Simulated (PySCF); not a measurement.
# C₅H₁₀OS₂Si: what the fields show

The calculation's input:

```
{"job": {"kind": "nmr", "xc": "PBE0", "basis": "pcSseg-1"}, "charge": 0, "multiplicity": 1}
C      4.508236    -0.023775    -0.687793
S      3.012267    -0.581606    -1.559041
C      1.797118    -0.144875    -0.383605
C      0.489709    -0.306140    -0.563946
Si    -0.748734     0.195364     0.729505
O     -2.036239    -0.796596     0.620743
C     -3.301269    -0.212778     0.722028
C     -3.331627     1.112029    -0.024676
S     -1.815889     2.042128     0.379415
H      4.451516     1.048528    -0.525532
H      5.351971    -0.259190    -1.328070
H      4.598148    -0.553845     0.255664
H      2.199016     0.272061     0.526244
H      0.148341    -0.730071    -1.498953
H     -0.235276     0.270387     2.092381
H     -4.028318    -0.911285     0.297275
H     -3.539789    -0.049400     1.779294
H     -4.188324     1.715674     0.264389
H     -3.340663     0.952967    -1.102783
```

Launched as:

```sh
OMP_NUM_THREADS=1 python probes_run.py task.json out
```

Geometry: GFN2-xTB.

The calculation used PySCF 2.14.0, PBE0/pcSseg-1, SCF density, gas phase, non-relativistic.

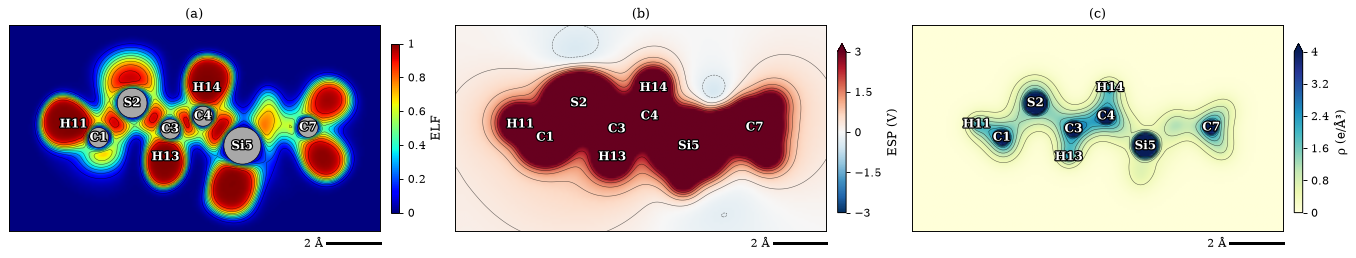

Figure 1. (a) ELF; (b) molecular electrostatic potential; (c) electron density on the plane of atoms S2, C1 and H11. Grey discs cover the atomic cores in the ELF map.

**What do the fields say about this system?**

- The section cuts through C, S, Si and H sites.
- C–C (1.33 Å): ρ is about 2.3 e/Å³ halfway; the ELF peaks at about 0.95 between the atoms: a short, multiple covalent bond.
- C–S (1.75 Å): ρ is about 1.4 e/Å³ halfway; the ELF peaks at about 0.95 between the atoms: a covalent bond.
- C–Si (1.86 Å): the density is about 0.97 e/Å³ at the midpoint; the ELF peaks at about 0.95 between the atoms: a shared electron pair.
- C–H (1.08 Å): ρ is about 2 e/Å³ halfway; the ELF climbs to about 1 towards the hydrogen, as it does in any bond to H (an ordinary covalent bond to hydrogen).
- The ELF also peaks beside S2, away from the bonds: lone-pair regions.
- Outside the dense part of the molecule the potential is most negative (−0.5 V) near O6, which lies off the plane.

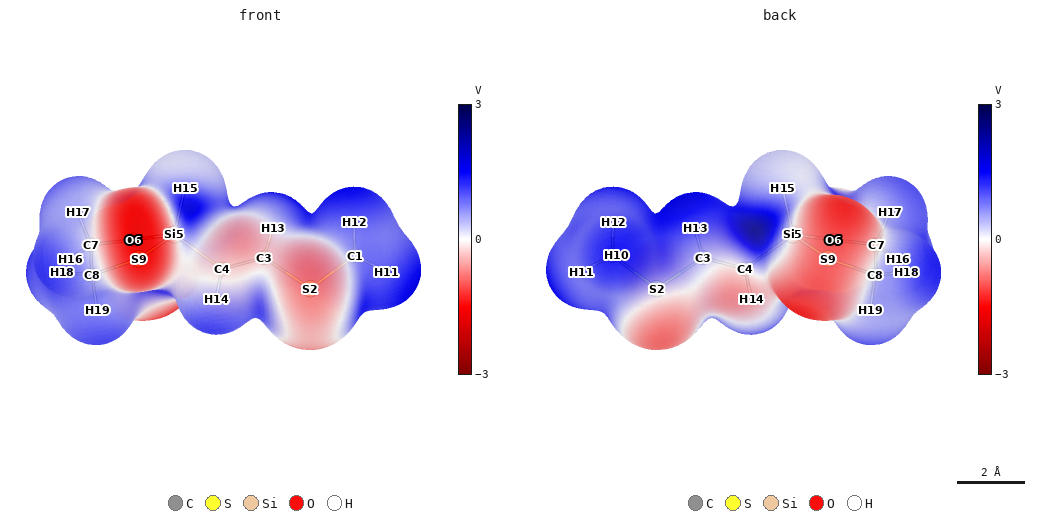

Figure 2. The electrostatic potential painted on the density surface at 0.004 e/bohr³, seen from the front and from behind; the colour scale runs from red (negative) to blue (positive).

**Where is the surface potential most negative and most positive?**

The most negative region (about −1.6 V, or −37 kcal/mol for a unit charge) lies over O6, the most positive (about +2.2 V, or +51 kcal/mol for a unit charge) over Si5. O6 is the likeliest acceptor of a hydrogen bond.

**What dipole moment does the calculation give?**

Its dipole moment is 1.22 D.
